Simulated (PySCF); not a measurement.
## Electronic structure of CH₄Ga (charge −1) in real space

```xyz
6

C    -0.4901   -0.4584    0.5497
Ga    0.2958   -1.7072   -0.9492
H     1.6149   -0.6632   -1.2786
H    -0.7178    0.5416    0.1311
H    -1.4093   -0.8498    1.0191
H     0.2614   -0.2979    1.3476
```

Geometry: PBE0-D3(BJ)/def2-SVPD; the highest occupied orbital lies above zero, a sign that basis and functional describe the outermost electron poorly.

All numbers below come from Gaussian-basis quantum chemistry of an isolated molecule with PySCF, energy and nuclear gradient, functional PBE0 (PySCF).

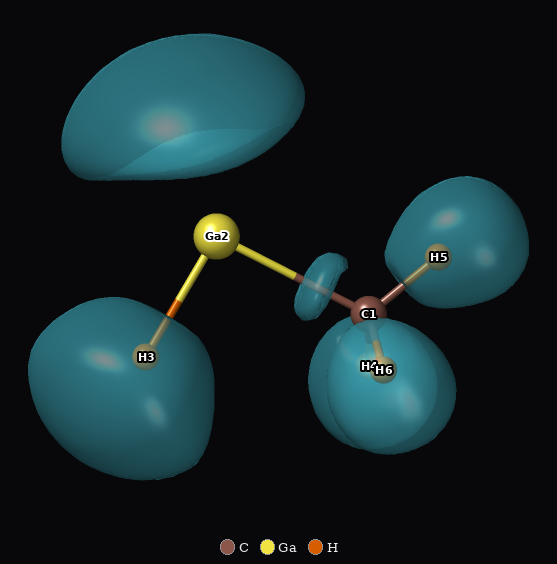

Figure 1. Isosurface of the electron localisation function at 0.85 (cyan), seen across its widest extent. Only the valence region is drawn (cores and ρ < 0.01 e/Å³ removed).

Identify the bonds, lone pairs and shells in this picture.

At this value the surface marks out four regions around hydrogen nuclei, one lobe of the valence shell of C pointing towards Ga (polar bonds) and one lobe on Ga, pointing away from the bonds (lone pairs). Along the contacts the grid gives the following. C–Ga (2.10 Å): the ELF peaks at about 0.95 in the valence shell of C, 0.7 Å from its nucleus, and is about 0.55 at the midpoint. C–H (1.10 Å): the ELF climbs to about 1 towards the hydrogen, as it does in any bond to H; a covalent bond by its length.

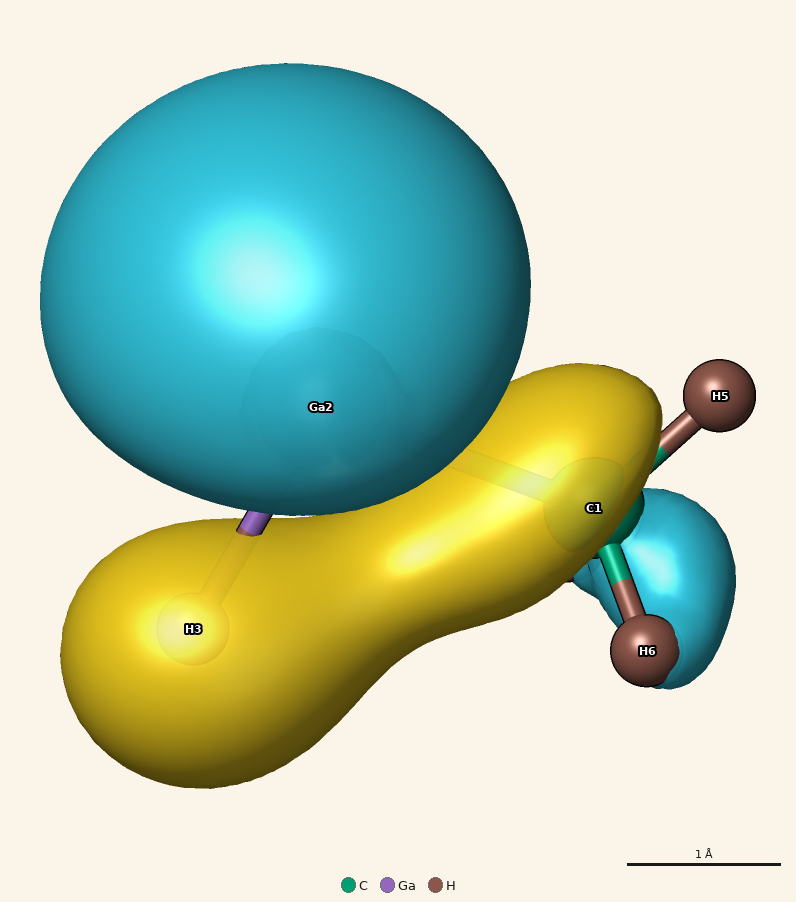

Figure 2. The HOMO at ±0.1 Å⁻³ᐟ² (yellow and cyan are the two phases), seen at a tilt.

What is the character of this orbital?

By Hirshfeld shares it lies mainly on Ga2 (about 75 %), H3 (about 10 %) and C1 (about 10 %). Its energy is 0.53 eV.

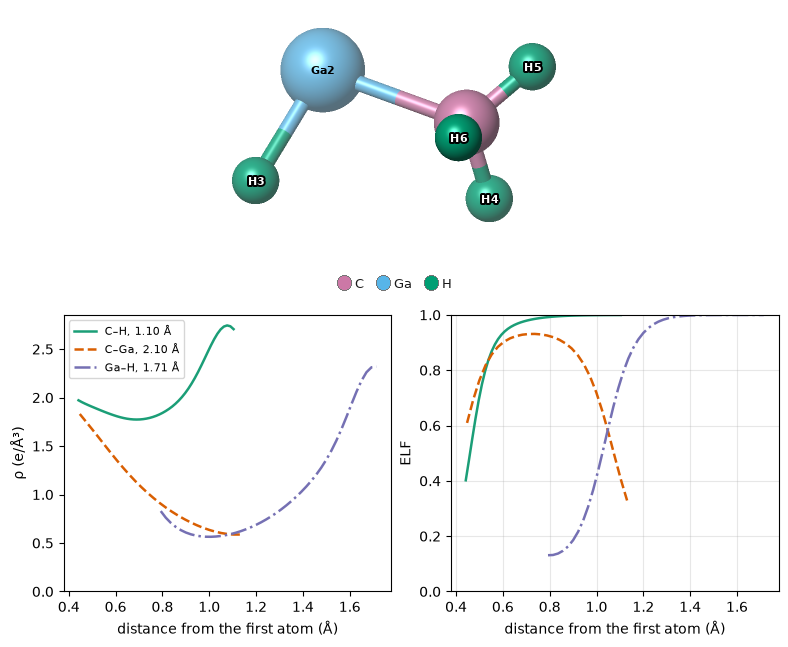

Figure 3. Total electron density and ELF along straight lines between neighbouring atoms. The curves leave out the atomic cores. The structure is drawn too.

What can be read from the curves?

C–H (1.10 Å): ρ is about 1.9 e/Å³ halfway; the ELF climbs to about 1 towards the hydrogen (an ordinary covalent bond to hydrogen).
C–Ga (2.10 Å): ρ is about 0.6 e/Å³ halfway; the ELF peaks at about 0.95 in the valence shell of C, 0.7 Å from its nucleus, and is about 0.55 at the midpoint.
Ga–H (1.71 Å): ρ is about 0.67 e/Å³ halfway; the ELF climbs to about 1 towards the hydrogen.
